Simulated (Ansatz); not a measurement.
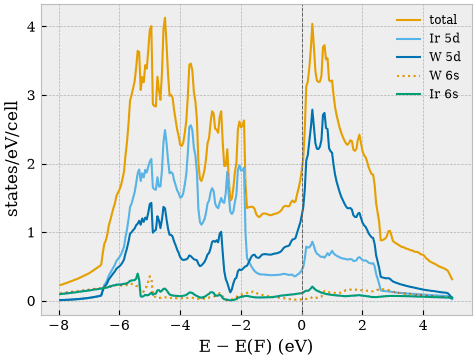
Figure: Total and projected density of states of IrW (rock salt, Fm-3m), DFT-PBE in the program Ansatz with PAW potentials

Question: Which orbitals carry the states next to the Fermi level?

Answer: Within 0.5 eV of the Fermi level: W 5d 66 %, Ir 5d 24 %, Ir 6s 5 %. Projections are on Löwdin-orthogonalised atomic valence shells; empty p or d shells of many metals are not among them.

Question: Where is the tallest occupied peak in this window, and what makes it?

Answer: Near -4.5 eV, about 4.1 states/eV per cell; the largest projected share is Ir 5d.

The start of the workflow was typed in or built on a structure type; neither database checked (COD, Materials Project) lists it. COD files the formula under space group No. 51. Whether it is the stable phase at ambient conditions was not checked. The PBE relaxation kept the symmetry of its start; whether a distortion lowers the energy is not shown. The run is not spin-polarised. The volume moved by 18 % from the start of the relaxation. Its formation energy is positive at this level, so the cell may be metastable or incomplete. Spin–orbit coupling is left out wherever it is not named.

Potentials: the later of the program's two PAW sets.
